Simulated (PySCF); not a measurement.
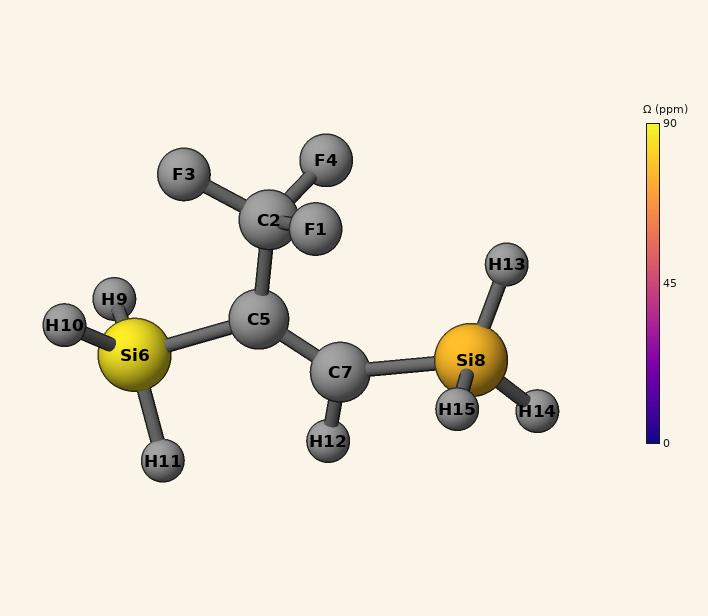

The Si atoms are coloured by the span of their shielding tensor. Geometry: a frame of a GFN2-xTB molecular-dynamics simulation, not a minimum. Properties computed with GIAO PBE0/pcSseg-1 NMR shielding, non-relativistic, gas phase (PySCF 2.14.0). Principal shieldings σ11 ≤ σ22 ≤ σ33, span Ω = σ33 − σ11, skew κ = 3(σiso − σ22)/Ω.

**Which Si atom has the most anisotropic shielding?**

Si6, with a span of 86 ppm.

Give the shielding tensors of the Si atoms.

```json
{"atom": "Si6", "σ11": "373.8", "σ22": "401.4", "σ33": "459.8", "σiso": "411.7", "Ω": "85.9", "κ": "0.36"}
{"atom": "Si8", "σ11": "380.8", "σ22": "424.1", "σ33": "457.6", "σiso": "420.8", "Ω": "76.7", "κ": "−0.13"}
```

Shieldings and span in ppm.
